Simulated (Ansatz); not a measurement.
AlFH₂O₂···H₂

```tsv
atom	x (Å)	y (Å)	z (Å)
Al	-0.0173	-0.3687	-0.1270
F	0.0536	-0.5041	1.5500
O	1.4145	-0.3240	-1.0763
H	2.2329	-0.6039	-0.6228
O	-1.5399	-0.3574	-0.9241
H	-2.3287	-0.3593	-0.3529
H	0.0591	2.1933	0.8991
H	0.0618	1.6085	1.3089
```

Not at a stationary point (largest force 1.6 eV/Å).

Level of theory: RKS PBE/6-31G* (Ansatz 0.2.0).

Question: Predict the electron density and electron localisation function between the atoms.

Answer: Al–F (1.68 Å): ρ is about 0.77 e/Å³ halfway; the ELF peaks at about 0.85 in the valence shell of F, 0.7 Å from its nucleus, and is about 0.20 at the midpoint.
Al–O (1.72 Å): ρ is about 0.82 e/Å³ halfway; the ELF peaks at about 0.85 in the valence shell of O, 0.6 Å from its nucleus, and is about 0.40 at the midpoint.
O–H (0.97 Å): the density is about 3.5 e/Å³ at the midpoint; the ELF climbs to about 1 towards the hydrogen, as it does in any bond to H; an ordinary covalent bond to hydrogen.

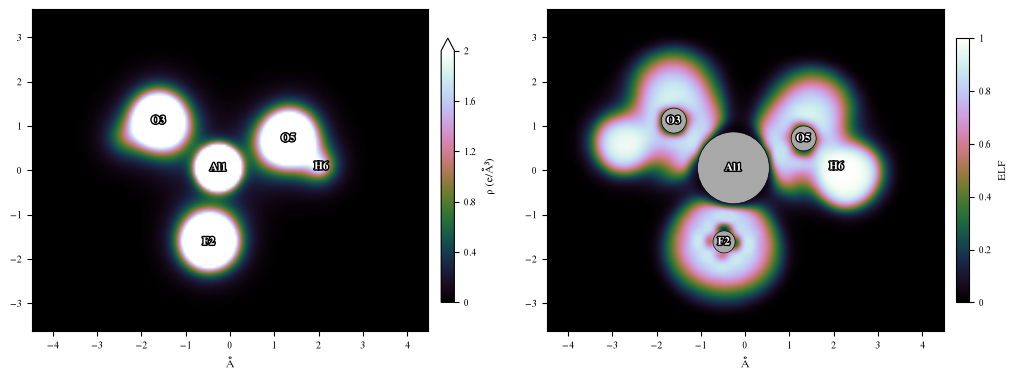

Computed electron density and electron localisation function on the plane of atoms F2, Al1 and O5, in this order. Grey discs cover the atomic cores in the ELF map. 
